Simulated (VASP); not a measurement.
Band structure of Au (fcc). These are vdW-DF-cx, VASP's PBE PAW potentials (set 64) (plane waves; VASP 6.6.1) values and carry that method's errors.

Unless said otherwise, spin-orbit coupling is left out, though it shifts the bands of the heavy elements here.

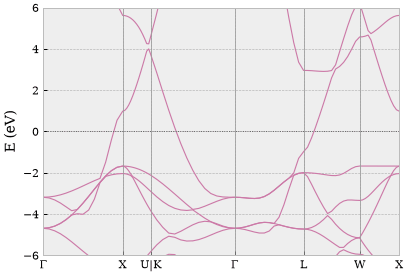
Figure. Bands along high-symmetry lines, zero at the valence-band maximum or, without a gap, the Fermi level

Read the plot: is there a gap, and where are the band edges?

It has no gap at this level: it comes out as a metal or semimetal. (Edges off the drawn lines would not show.)

The compound is Au in the fcc structure. It was relaxed first.
